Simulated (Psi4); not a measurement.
# PBE0/def2-SVP (core potential) run of SnF4 (SMILES [F][Sn]([F])([F])[F])

What is the vertical ionisation energy of SnF4 at PBE0/def2-SVP (core potential)? The job is set up through a Python script.

The results are computed with Psi4 1.11.

16 further runs of the same task are left out: 12 that didn't finish, 4 set aside as unsound or not needed.

## (1) The system as given

SnF4: 5 atoms, total charge 0, spin state singlet. SMILES: `[F][Sn]([F])([F])[F]`. The shape is that of a PBE0-D4/def2-TZVP optimisation.

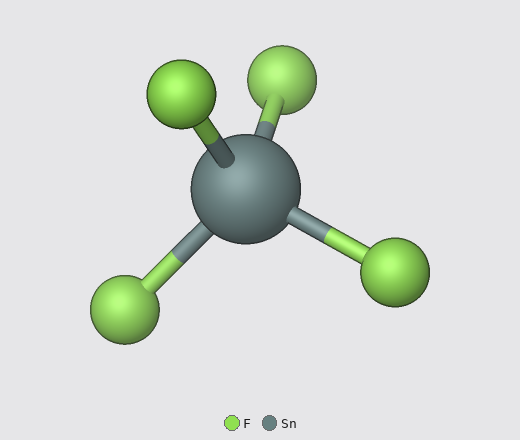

The structure, seen from a chosen angle (fluorine green, tin teal).

## (2) Energy and forces at PBE0/def2-SVP (core potential)

job.py reads:

```python
import psi4

psi4.set_memory('2200 MB')
psi4.set_num_threads(1)
psi4.set_output_file('f4sn.out', False)

molecule = psi4.geometry("""
F      0.24623131    -1.64670734     3.13070927
Sn     0.01870829    -0.02777897    -0.01568473
F     -2.42905396     2.53223301     0.14758761
F     -0.90253320    -2.38823588    -2.49595027
F      3.16056694     1.39121637    -0.84508552
units bohr
symmetry c1
no_reorient
no_com
""")

options = {'reference': 'rks', 'puream': True, 'e_convergence': 1e-09, 'd_convergence': 1e-08, 'scf_type': 'pk', 'dft_radial_points': 99, 'dft_spherical_points': 590}
psi4.set_options(options)

result, w = psi4.gradient("pbe0/def2-SVP", return_wfn=True)
psi4.oeprop(w, "QUADRUPOLE", "MAYER_INDICES", "WIBERG_LOWDIN_INDICES", title="PBE0")
print('gradient / Eh bohr^-1')
print(result.np.round(6))
print(f'energy = {w.energy():.10f} Eh')
for k, v in sorted(psi4.core.scalar_variables().items()):
    print(f'{k:45s} {v:18.10f}')
```

Started as:

```
$ python job.py
```

f4sn.out:

```text
[...]
    !!!  WARNING: ECP capability is in beta. Please check occupations closely.  !!!
[...]
  Running in c1 symmetry.
[...]
  Nuclear repulsion =  307.301543268567912
[...]
  Multiplicity = 1
[...]
  Nalpha       = 29
  Nbeta        = 29
[...]
    Number of basis functions: 82
[...]
   @RKS iter   1:  -612.86867336105979   -1.81143e+00   9.14642e-03 DIIS/ADIIS
[...]
   @RKS iter  10:  -613.05698697058710   -4.36557e-11   7.78278e-09 DIIS
[...]
    Orbital Energies [Eh]
    ---------------------
    Doubly Occupied:
       1A    -24.789009     2A    -24.788993     3A    -24.788990
       4A    -24.788987     5A     -5.259202     6A     -3.594178
       7A     -3.594178     8A     -3.594173     9A     -1.237875
      10A     -1.237865    11A     -1.237850    12A     -1.208559
      13A     -1.159059    14A     -1.159054    15A     -1.112816
      16A     -1.112794    17A     -1.112791    18A     -0.598636
      19A     -0.501985    20A     -0.501970    21A     -0.501966
      22A     -0.455390    23A     -0.455381    24A     -0.449180
      25A     -0.449174    26A     -0.449173    27A     -0.444712
      28A     -0.444706    29A     -0.444700
[...]
  @RKS Final Energy:  -613.05698697058710
   => Energetics <=
    Nuclear Repulsion Energy =            307.3015432685679116
    One-Electron Energy =               -1545.6724748096357871
    Two-Electron Energy =                 670.6692855528851851
    DFT Exchange-Correlation Energy =     -45.3553409824044564
    Empirical Dispersion Energy =           0.0000000000000000
    VV10 Nonlocal Energy =                  0.0000000000000000
    Total Energy =                       -613.0569869705871042
[...]
  -Total Gradient:
     Atom            X                  Y                   Z
    ------   -----------------  -----------------  -----------------
       1       -0.001085195016     0.007345784257    -0.014122517859
       2       -0.000036158021     0.000010438359    -0.000006086956
       3        0.011012463853    -0.011572555080    -0.000777641080
       4        0.004197953537     0.010481703922     0.011181231151
       5       -0.014086674929    -0.006439248208     0.003811545826
[...]
 Multipole Moments:
 ------------------------------------------------------------------------------------
     Multipole            Electronic (a.u.)      Nuclear  (a.u.)        Total (a.u.)
 ------------------------------------------------------------------------------------
 L = 1.  Multiply by 2.5417464519 to convert [e a0] to [Debye]
 Dipole X            :         -1.0886964            1.0884822           -0.0002142
 Dipole Y            :          1.6147798           -1.6145819            0.0001979
 Dipole Z            :          0.9097115           -0.9097142           -0.0000027
 Magnitude           :                                                    0.0002917
 L = 2.  Multiply by 1.3450342976 to convert [e a0^2] to [Debye ang]
 Quadrupole XX       :       -184.9098296          150.8898430          -34.0199866
 Quadrupole XY       :          0.0472629           -0.0465953            0.0006676
[...]
```

The script printed:

```text
gradient / Eh bohr^-1
[[-1.0850e-03  7.3460e-03 -1.4123e-02]
 [-3.6000e-05  1.0000e-05 -6.0000e-06]
 [ 1.1012e-02 -1.1573e-02 -7.7800e-04]
 [ 4.1980e-03  1.0482e-02  1.1181e-02]
 [-1.4087e-02 -6.4390e-03  3.8120e-03]]
energy = -613.0569869706 Eh
CURRENT ENERGY                                   -613.0569869706
CURRENT REFERENCE ENERGY                         -613.0569869706
DD SOLVATION ENERGY                                 0.0000000000
DFT FUNCTIONAL TOTAL ENERGY                      -613.0569869706
DFT TOTAL ENERGY                                 -613.0569869706
DFT VV10 ENERGY                                     0.0000000000
DFT XC ENERGY                                     -45.3553409824
GRID ELECTRONS ALPHA                               28.9999982765
GRID ELECTRONS BETA                                28.9999982765
GRID ELECTRONS TOTAL                               57.9999965531
NUCLEAR REPULSION ENERGY                          307.3015432686
ONE-ELECTRON ENERGY                             -1545.6724748096
PCM POLARIZATION ENERGY                             0.0000000000
PE ENERGY                                           0.0000000000
SCF ITERATION ENERGY                             -613.0569869706
SCF ITERATIONS                                     10.0000000000
SCF TOTAL ENERGY                                 -613.0569869706
TWO-ELECTRON ENERGY                               670.6692855529
XC GRID RADIAL POINTS                              99.0000000000
XC GRID SPHERICAL POINTS                          590.0000000000
XC GRID TOTAL POINTS                           280508.0000000000
```

Run time: 18 s. Hardware: 1 thread of Intel Xeon Platinum 8259CL at 2.50GHz (Skylake/Cascade Lake), shared host; peak memory 0.76 GiB.

## (3) The doublet cation

f4sn.xyz reads:

```xyz
5
F4Sn
F      0.130300    -0.871400     1.656700
Sn     0.009900    -0.014700    -0.008300
F     -1.285400     1.340000     0.078100
F     -0.477600    -1.263800    -1.320800
F      1.672500     0.736200    -0.447200
```

calc.py reads:

```python
import psi4

psi4.set_memory('2200 MB')
psi4.set_num_threads(1)
psi4.core.set_output_file('psi4.out', False)

with open('f4sn.xyz') as f:
    atoms = ''.join(f.readlines()[2:])
molecule = psi4.geometry('1 2\n' + atoms + 'symmetry c1\nno_reorient\nno_com')

psi4.set_options({
    'basis': 'def2-SVP',
    'reference': 'uks',
    'puream': True,
    'e_convergence': 1e-09,
    'd_convergence': 1e-08,
    'scf_type': 'pk',
    'dft_radial_points': 99,
    'dft_spherical_points': 590,
    'maxiter': 100,
})

e_tot, wfn = psi4.gradient('pbe0', return_wfn=True)
psi4.oeprop(wfn, 'WIBERG_LOWDIN_INDICES', 'MAYER_INDICES', 'LOWDIN_CHARGES')
print('gradient / Eh bohr^-1')
print(e_tot.np.round(6))
print(f'energy = {wfn.energy():.10f} Eh')
for k, v in sorted(psi4.core.scalar_variables().items()):
    print(f'{k:45s} {v:18.10f}')
```

Started as:

```
$ python calc.py
```

psi4.out, cut to the lines that bear on the results:

```text
[...]
    !!!  WARNING: ECP capability is in beta. Please check occupations closely.  !!!
[...]
  Running in c1 symmetry.
[...]
  Nuclear repulsion =  307.301543135868371
[...]
  Multiplicity = 2
[...]
  Nalpha       = 29
  Nbeta        = 28
[...]
    Number of basis functions: 82
[...]
   @UKS iter   1:  -612.31469597387911   -1.25747e+00   8.36705e-03 DIIS/ADIIS
[...]
   @UKS iter  70:  -612.51944237916132   -1.08002e-11   6.94703e-09 DIIS
[...]
   @S^2 Observed:                7.566280150E-01
[...]
  @UKS Final Energy:  -612.51944237916132
   => Energetics <=
    Nuclear Repulsion Energy =            307.3015431358683713
    One-Electron Energy =               -1529.4986269372179777
    Two-Electron Energy =                 654.6624856461188529
    DFT Exchange-Correlation Energy =     -44.9848442239304802
    Empirical Dispersion Energy =           0.0000000000000000
    VV10 Nonlocal Energy =                  0.0000000000000000
    Total Energy =                       -612.5194423791613190
[...]
 Multipole Moments:
 ------------------------------------------------------------------------------------
     Multipole            Electronic (a.u.)      Nuclear  (a.u.)        Total (a.u.)
 ------------------------------------------------------------------------------------
 L = 1.  Multiply by 2.5417464519 to convert [e a0] to [Debye]
 Dipole X            :         -1.0694636            1.0884822            0.0190186
 Dipole Y            :          1.5866674           -1.6145820           -0.0279146
 Dipole Z            :          0.8940101           -0.9097142           -0.0157040
 Magnitude           :                                                    0.0372498
[...]
  -Total Gradient:
     Atom            X                  Y                   Z
    ------   -----------------  -----------------  -----------------
       1       -0.000754170618     0.014449412434    -0.027184663735
       2        0.000004740208    -0.000016955355    -0.000008785946
       3        0.020522864323    -0.022846276831    -0.002431615792
       4        0.006937584250     0.021046813509     0.021278825321
       5       -0.026712959015    -0.012815793445     0.008429550063
[...]
```

Standard output:

```text
gradient / Eh bohr^-1
[[-7.5400e-04  1.4449e-02 -2.7185e-02]
 [ 5.0000e-06 -1.7000e-05 -9.0000e-06]
 [ 2.0523e-02 -2.2846e-02 -2.4320e-03]
 [ 6.9380e-03  2.1047e-02  2.1279e-02]
 [-2.6713e-02 -1.2816e-02  8.4300e-03]]
energy = -612.5194423792 Eh
CURRENT ENERGY                                   -612.5194423792
CURRENT REFERENCE ENERGY                         -612.5194423792
DD SOLVATION ENERGY                                 0.0000000000
DFT FUNCTIONAL TOTAL ENERGY                      -612.5194423792
DFT TOTAL ENERGY                                 -612.5194423792
DFT VV10 ENERGY                                     0.0000000000
DFT XC ENERGY                                     -44.9848442239
GRID ELECTRONS ALPHA                               28.9999980185
GRID ELECTRONS BETA                                27.9999986791
GRID ELECTRONS TOTAL                               56.9999966976
NUCLEAR REPULSION ENERGY                          307.3015431359
ONE-ELECTRON ENERGY                             -1529.4986269372
PCM POLARIZATION ENERGY                             0.0000000000
PE ENERGY                                           0.0000000000
SCF ITERATION ENERGY                             -612.5194423792
SCF ITERATIONS                                     70.0000000000
SCF TOTAL ENERGY                                 -612.5194423792
TWO-ELECTRON ENERGY                               654.6624856461
XC GRID RADIAL POINTS                              99.0000000000
XC GRID SPHERICAL POINTS                          590.0000000000
XC GRID TOTAL POINTS                           280507.0000000000
```

Wall time 83 s (1 thread of Intel Xeon Platinum 8259CL at 2.50GHz (Skylake/Cascade Lake), shared host); peak memory 0.76 GiB.

## (4) Outcome

Level: PBE0/def2-SVP (core potential).

| quantity | value |
| --- | --- |
| singlet SnF4: total energy | -613.05699 Eh |
| singlet SnF4: dipole moment | 0.00 D |
| singlet SnF4: HOMO energy | -12.10 eV |
| singlet SnF4: LUMO energy | -3.44 eV |
| singlet SnF4: HOMO–LUMO gap | 8.66 eV |
| singlet SnF4: largest force on an atom | 0.822 eV/Å |
| doublet cation: total energy | -612.51944 Eh |
| doublet cation: HOMO energy (highest over α and β) | -18.58 eV |
| doublet cation: LUMO energy (lowest over α and β) | -17.16 eV |
| doublet cation: ⟨S²⟩ | 0.757 |
| doublet cation: largest force on an atom | 1.584 eV/Å |
| vertical ionisation energy (to the doublet cation) | 14.627 eV |

In words: Removing an electron at fixed nuclei costs 14.63 eV (337 kcal/mol). The largest force (singlet SnF4) is 0.82 eV/Å: the shape isn't a stationary point for this species at this level. The negative HOMO energy of the first species, 12.10 eV, lies 2.53 eV below that difference.
